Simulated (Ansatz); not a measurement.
Input file:

```
crystal:
  periodic: [false, false, false]
  atoms:
    - { symbol: Si, position_ang: [-1.56874, 0.6012, 0.73736] }
    - { symbol: C, position_ang: [0.18085, 0.82319, 0.17204] }
    - { symbol: O, position_ang: [0.98347, -0.16451, -0.06856] }
    - { symbol: S, position_ang: [0.43228, -1.68775, -0.48775] }
    - { symbol: H, position_ang: [-2.44497, 0.94569, -0.3863] }
    - { symbol: H, position_ang: [0.7578, 1.71129, 0.44043] }
    - { symbol: H, position_ang: [1.65931, -2.2291, -0.40722] }
total_charge: 1
basis:
  gaussian: { orbitals: def2-SVPD }
hamiltonian:
  xc: hf
relax:
  f_tol: 0.015
  max_steps: 40
output:
  orbitals: {}
```

Run with:

```sh
ansatz run input.yaml --threads 2 --pin off --max-ram 3072MiB --backend cpu --events-out ev --progress --plain --runs-dir out
```

The fields are those of the relaxed geometry.

The calculation used RHF/def2-SVPD in Ansatz.

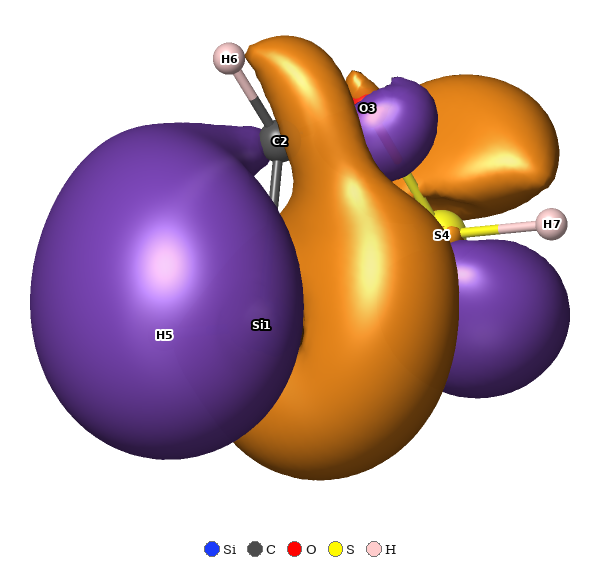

CH3OSSi (SMILES [SiH+]=COS) (charge +1). The LUMO at ±0.08 Å⁻³ᐟ² (orange and purple are the two phases), seen at a tilt.

Describe this orbital and give its energy.

It lies mainly on Si1 (about 60 %), S4 (about 20 %) and C2 (about 10 %). Its energy is −4.50 eV.
